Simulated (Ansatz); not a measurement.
# CH6BN (SMILES CBN) at SVWN5/cc-pVDZ

What is the vertical singlet–triplet gap of CH6BN at SVWN5/cc-pVDZ? 

The results are computed with Ansatz 0.2.0.

76 further runs of the same task are left out: 76 set aside as unsound or not needed.

## 1. The structure to begin with

CH6BN has 9 atoms, charge 0, and is taken as a singlet. As SMILES, `CBN`. The coordinates come from a PBE0-D4/def2-TZVP relaxation.

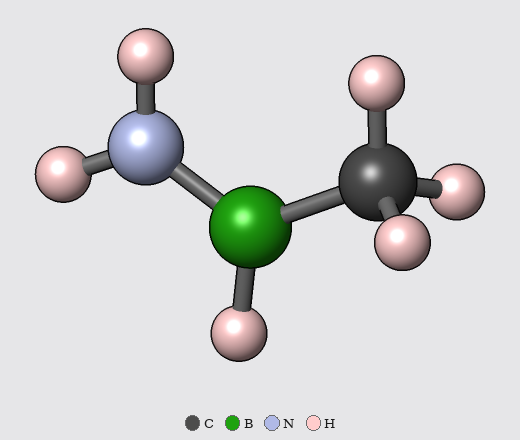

Viewed from a chosen angle; carbon dark grey, boron green, nitrogen light blue, hydrogen pink.

## 2. The energy at SVWN5/cc-pVDZ

run.yaml

```yaml
basis:
  gaussian:
    orbitals: cc-pVDZ
crystal:
  periodic: [false, false, false]
  atoms:
    - {symbol: C, position_ang: [-0.665300, 0.757700, -0.590300]}
    - {symbol: B, position_ang: [0.459400, -0.282900, -0.256200]}
    - {symbol: N, position_ang: [0.592800, -0.842800, 1.010700]}
    - {symbol: H, position_ang: [-1.291900, 0.390800, -1.410600]}
    - {symbol: H, position_ang: [-0.224600, 1.692200, -0.954300]}
    - {symbol: H, position_ang: [-1.319900, 0.998900, 0.252300]}
    - {symbol: H, position_ang: [1.248800, -0.632800, -1.092800]}
    - {symbol: H, position_ang: [1.306200, -1.511000, 1.244900]}
    - {symbol: H, position_ang: [-0.016800, -0.616400, 1.779200]}
hamiltonian:
  xc: {name: SVWN5}
accuracy: high
output:
  orbitals: {seedname: orbitals}
```

Run with:

```
ansatz run run.yaml --threads 1 --pin off --max-ram 3480MiB --events-out events.jsonl --progress --plain --runs-dir runs
```

What it wrote:

```text
Warning: RAYON_NUM_THREADS=1 ignored (pool sized by the plan → 1); use --threads N
Functional definition: SVWN5
  name "SVWN5"
  exchange = slater_x
  correlation = vwn5_c
1723 factors; integrals over basis functions are off by at most 3.1e-9 eV
mean field evaluation 1: about -3258.9930 eV, gradient 7.4e1 eV
mean field evaluation 2: about -3236.9007 eV, gradient 1.2e2 eV
mean field evaluation 4: about -3271.0979 eV, gradient 9.3e0 eV
mean field evaluation 8: about -3271.3046 eV, gradient 1.1e-1 eV
mean field evaluation 16: about -3271.3046 eV, gradient 1.4e-6 eV
mean field -3271.30462719 eV, -120.2182276792 hartree, gradient 3.7e-8 eV, S^2 0.000000; 0 other end points of the search recorded, 0 dependent functions left out
reference -3271.30463028 eV, -120.2182277930 hartree; 12, 12 occupied and 60, 60 virtual orbitals, 1723 factors
Total energy: -3271.30463028 eV, -120.2182277930 hartree
```

Run time: 2.3 s. Hardware: 1 thread of Arm Neoverse V2, shared host; peak memory 0.18 GiB.

## 3. The triplet

job.yaml

```yaml
crystal:
  periodic: [false, false, false]
  atoms:
    - {symbol: C, position_ang: [-0.665300, 0.757700, -0.590300]}
    - {symbol: B, position_ang: [0.459400, -0.282900, -0.256200]}
    - {symbol: N, position_ang: [0.592800, -0.842800, 1.010700]}
    - {symbol: H, position_ang: [-1.291900, 0.390800, -1.410600]}
    - {symbol: H, position_ang: [-0.224600, 1.692200, -0.954300]}
    - {symbol: H, position_ang: [-1.319900, 0.998900, 0.252300]}
    - {symbol: H, position_ang: [1.248800, -0.632800, -1.092800]}
    - {symbol: H, position_ang: [1.306200, -1.511000, 1.244900]}
    - {symbol: H, position_ang: [-0.016800, -0.616400, 1.779200]}
basis:
  gaussian: {orbitals: cc-pVDZ}
magnetization: {spin_polarized: true, initial_magnetization: 2}
hamiltonian: {xc: {name: SVWN5}}
accuracy: high
output: {orbitals: {seedname: orbitals}}
```

Run with:

```
ansatz run job.yaml --threads 1 --pin off --max-ram 3480MiB --events-out events.jsonl --progress --plain --runs-dir runs
```

What it wrote:

```text
Warning: RAYON_NUM_THREADS=1 ignored (pool sized by the plan → 1); use --threads N
Functional definition: SVWN5
  name "SVWN5"
  exchange = slater_x
  correlation = vwn5_c
1723 factors; integrals over basis functions are off by at most 3.1e-9 eV
mean field evaluation 1: about -3253.5026 eV, gradient 4.5e1 eV
mean field evaluation 2: about -3222.3292 eV, gradient 7.7e1 eV
mean field evaluation 4: about -3261.7325 eV, gradient 2.3e1 eV
mean field evaluation 8: about -3263.2671 eV, gradient 1.4e1 eV
mean field evaluation 16: about -3264.7804 eV, gradient 1.7e0 eV
mean field evaluation 32: about -3261.3061 eV, gradient 4.1e0 eV
mean field -3264.80322983 eV, -119.9793057331 hartree, gradient 2.1e-8 eV, S^2 2.001973; 4 other end points of the search recorded, 0 dependent functions left out
reference -3264.80323297 eV, -119.9793058485 hartree; 13, 11 occupied and 59, 61 virtual orbitals, 1723 factors
Total energy: -3264.80323297 eV, -119.9793058485 hartree
```

Run time: 6.3 s. Hardware: 1 thread of Arm Neoverse V2, shared host; peak memory 0.22 GiB.

## 4. Outcome

Level: SVWN5/cc-pVDZ.

```
                                        quantity          value
                           singlet: total energy  -120.21823 Eh
                            singlet: HOMO energy       -6.83 eV
                            singlet: LUMO energy       -0.06 eV
                          singlet: HOMO–LUMO gap        6.77 eV
                           triplet: total energy  -119.97931 Eh
     triplet: HOMO energy (highest over α and β)       -0.59 eV
                                   triplet: ⟨S²⟩          2.002
vertical energy of the triplet above the singlet       6.501 eV
```

At this shape the triplet lies 6.50 eV (627 kJ/mol) above the singlet.
